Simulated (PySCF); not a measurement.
## C₇H₁₁: EPR calculation

C₇H₁₁, multiplicity 2, computed with UKS B3LYP, pcH-1 on C H, non-relativistic, mean-field spin-orbit, GIAO (PySCF 2.14.0).

It belongs to a series of runs on one base structure; here: H removed from sp3 C.

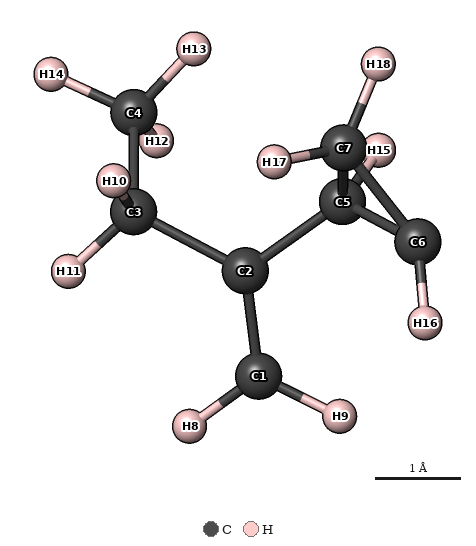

Fig. 1: The structure (ball-and-stick view, seen at a tilt; atoms are numbered from 1 in the order of the input). Bond lengths as drawn: C–C 1.32 to 1.53 Å and C–H 1.07 to 1.09 Å.

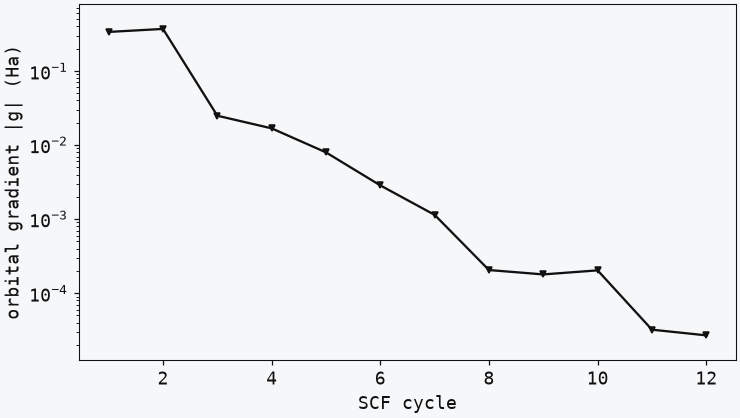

Fig. 2: Convergence of the self-consistent field: orbital gradient |g| against the SCF cycle. All cycles printed in the log are drawn one after another.

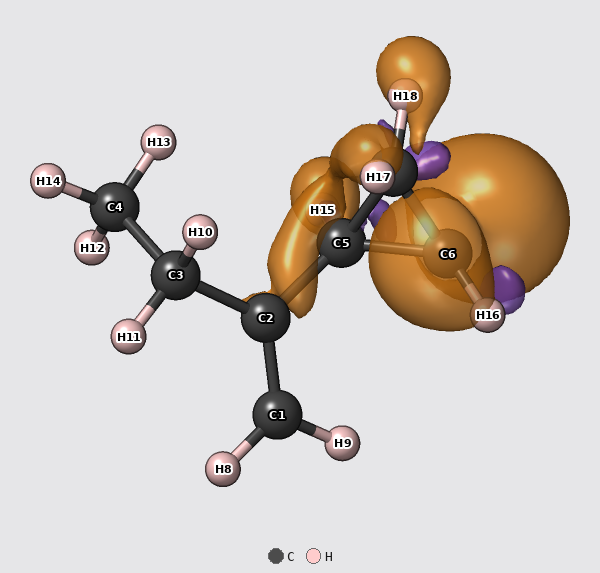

Fig. 3: Isosurfaces of the spin density (α minus β) at +0.015 (orange) and −0.015 e/Å³ (purple), seen face on. The unpaired spin (1 electron) lies mostly on C6 (about 0.7), C7 (about 0.1) and C5 (about 0.1), in electrons by Hirshfeld's partition.

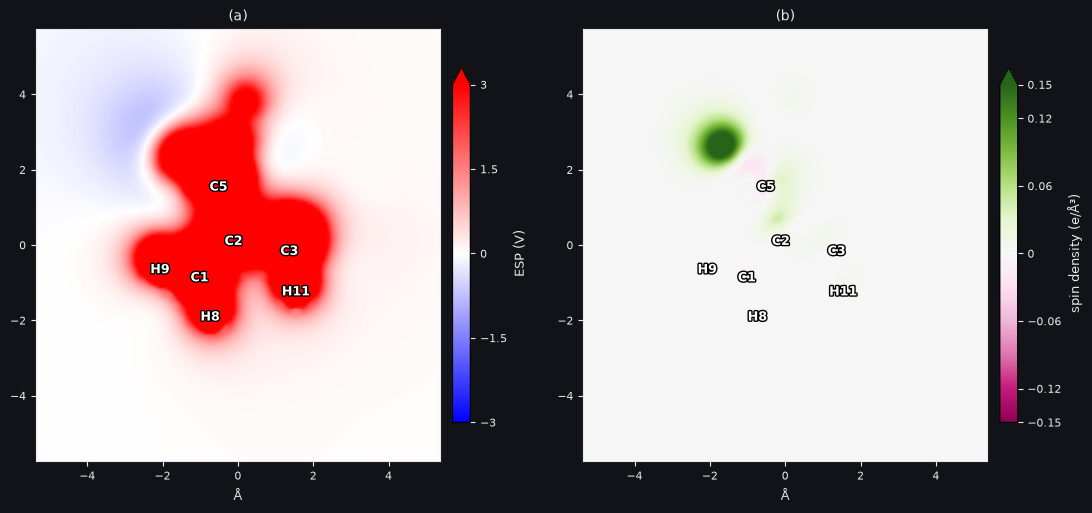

Fig. 4: (a) electrostatic potential; (b) spin density (α minus β) on the plane of atoms C3, C2 and C5. The unpaired spin (1 electron) lies mostly on C6 (about 0.7), C7 (about 0.1) and C5 (about 0.1), in electrons by Hirshfeld's partition.

The input that produced these results follows, with the program's output.

## Input file
```
{"job": {"kind": "epr", "basis": "pcH-1"}, "charge": 0, "multiplicity": 2}
C     -0.282240    -1.612913    -1.606059
C     -0.041862    -0.559537    -0.842980
C      1.109595     0.377850    -1.082490
C      2.108414     0.356868     0.074430
C     -0.897283    -0.242365     0.344369
C     -2.350901    -0.148639     0.233294
C     -1.617848     1.094303     0.479092
H      0.335396    -1.858415    -2.453693
H     -1.108906    -2.273772    -1.408230
H      0.729618     1.396098    -1.203204
H      1.617274     0.095360    -2.006950
H      2.474713    -0.654353     0.237910
H      1.643815     0.709705     0.991768
H      2.956988     0.999778    -0.148971
H     -0.487143    -0.636494     1.270917
H     -3.004593    -0.410150    -0.571299
H     -1.549218     1.832517    -0.313721
H     -1.644579     1.540477     1.464640
```

The first line tells a small driver script what to run in PySCF; the rest is the geometry in Å.

Run as:
```bash
OMP_NUM_THREADS=1 python <driver script> task.json out
```

## The program's output
```
UKS, coarse grid
  cycle   1  E = -273.20080866  |g| = 3.37e-01
  cycle   2  E = -273.19209970  |g| = 3.70e-01
  cycle   3  E = -273.26431374  |g| = 2.49e-02
  cycle   4  E = -273.26454344  |g| = 1.68e-02
  cycle   5  E = -273.26466290  |g| = 7.96e-03
  cycle   6  E = -273.26469317  |g| = 2.85e-03
  cycle   7  E = -273.26469794  |g| = 1.14e-03
  cycle   8  E = -273.26469878  |g| = 2.05e-04
UKS, final grid
  cycle   1  E = -273.26468785  |g| = 1.79e-04
  cycle   2  E = -273.26468785  |g| = 2.03e-04
  cycle   3  E = -273.26468788  |g| = 3.21e-05
  cycle   4  E = -273.26468788  |g| = 2.69e-05
E = -273.26468788 Eh   <S^2> = 0.7530 (exact 0.7500)
g shifts (ppm)      1          2          3
  rmc          -145       -145       -145
  gc             23        -10          3
  oz_so         -34        633        803
  total        -156        477        661
hyperfine (MHz)  atom isotope    a_iso     a_fc   dipolar eigenvalues
    0   13C      -0.38      -0.38     -1.12     -0.22      1.34
    1   13C      19.06      19.06     -3.24     -2.69      5.93
    2   13C       8.71       8.71     -1.00     -0.86      1.86
    3   13C      -0.11      -0.11     -0.23     -0.21      0.44
    4   13C     -18.51     -18.51     -5.19     -0.77      5.95
    5   13C     287.15     287.15    -75.99    -71.88    147.86
    6   13C     -20.40     -20.40     -5.26     -0.43      5.69
    7    1H       0.09       0.09     -1.07     -0.76      1.83
    8    1H       0.31       0.31     -2.40     -2.31      4.70
    9    1H       2.68       2.68     -1.93     -0.72      2.65
   10    1H       7.39       7.39     -1.05     -0.67      1.72
   11    1H       0.02       0.02     -0.79     -0.62      1.41
   12    1H       0.24       0.24     -1.11     -1.02      2.14
   13    1H       0.72       0.72     -0.54     -0.47      1.02
   14    1H      77.02      77.02     -6.59     -3.93     10.52
   15    1H      -8.34      -8.34    -33.75     -4.17     37.92
   16    1H      52.07      52.07     -5.56     -2.04      7.59
   17    1H      85.87      85.87     -6.46     -4.07     10.53
```

## Summary

- outcome: converged
- total energy: −273.264688 hartree
- ⟨S²⟩: 0.753
- isotropic g: 2.0026
- hardware: 1 CPU thread, shared host
- wall time: 76 s
- peak memory: 0.97 GiB
